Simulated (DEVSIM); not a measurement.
System: abrupt Ge n-p junction, at 300 K.

```csv
layer (left to right),material,thickness (μm),Nd (cm⁻³),Na (cm⁻³),τn (s),τp (s)
1,Ge,18.0,9.4e17,-,5.7e-7,5.7e-7
2,Ge,1.40,-,7.9e16,5.7e-7,5.7e-7
```

Left contact: ohmic. Right contact: ohmic. Voltage is applied to the left contact. Recombination: SRH at mid-gap, radiative. Mobility is constant in doping.

The device is made up for the run: typed textbook-type constants, with dimensions and the other settings drawn at random. Values at 300 K.

| parameter | Ge |
|---|---|
| gap (eV) | 0.664 |
| affinity (eV) | 4 |
| permittivity | 16 |
| Nc (cm⁻³) | 1.04e19 |
| Nv (cm⁻³) | 6e18 |
| μn (cm²/Vs) | 3900 |
| μp (cm²/Vs) | 1900 |
| B (cm³/s) | 6.4e-14 |

DEVSIM, 1D drift-diffusion, Boltzmann statistics, complete ionisation; no tunnelling, impact ionisation, image-force lowering or self-heating.

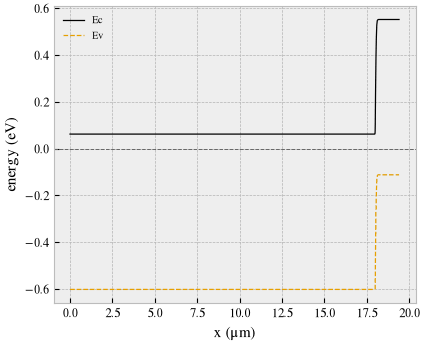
Fig. 1. Band edges at zero bias

Energies count from the Fermi level of the right contact; mesh points crowd at the junctions.

| x (μm) | Ec (eV) | Ev (eV) | n (cm⁻³) | p (cm⁻³) | field (V/cm) |
|---|---|---|---|---|---|
| 0.000 | 0.062 | -0.602 | 9.4e17 | 4.6e8 | ≈ 0 |
| 0.03026 | 0.062 | -0.602 | 9.4e17 | 4.6e8 | ≈ 0 |
| 0.09857 | 0.062 | -0.602 | 9.4e17 | 4.6e8 | ≈ 0 |
| 0.2643 | 0.062 | -0.602 | 9.4e17 | 4.6e8 | ≈ 0 |
| 0.8070 | 0.062 | -0.602 | 9.4e17 | 4.6e8 | ≈ 0 |
| 1.930 | 0.062 | -0.602 | 9.4e17 | 4.6e8 | ≈ 0 |
| 4.387 | 0.062 | -0.602 | 9.4e17 | 4.6e8 | ≈ 0 |
| 11.77 | 0.062 | -0.602 | 9.4e17 | 4.6e8 | ≈ 0 |
| 15.25 | 0.062 | -0.602 | 9.4e17 | 4.6e8 | ≈ 0 |
| 16.80 | 0.062 | -0.602 | 9.4e17 | 4.6e8 | ≈ 0 |
| 17.48 | 0.062 | -0.602 | 9.4e17 | 4.6e8 | ≈ 0 |
| 17.84 | 0.062 | -0.602 | 9.4e17 | 4.6e8 | ≈ 0 |
| 17.94 | 0.062 | -0.602 | 9.4e17 | 4.6e8 | ≈ 0 |
| 17.99 | 0.071 | -0.593 | 6.8e17 | 6.5e8 | 17000 |
| 18.02 | 0.301 | -0.363 | 9.1e13 | 4.8e12 | 63000 |
| 18.09 | 0.528 | -0.136 | 1.4e10 | 3.1e16 | 12000 |
| 18.22 | 0.552 | -0.112 | 5.5e9 | 7.9e16 | ≈ 0 |
| 18.51 | 0.552 | -0.112 | 5.5e9 | 7.9e16 | ≈ 0 |
| 19.08 | 0.552 | -0.112 | 5.5e9 | 7.9e16 | ≈ 0 |
| 19.27 | 0.552 | -0.112 | 5.5e9 | 7.9e16 | ≈ 0 |
| 19.35 | 0.552 | -0.112 | 5.5e9 | 7.9e16 | ≈ 0 |
| 19.40 | 0.552 | -0.112 | 5.5e9 | 7.9e16 | ≈ 0 |
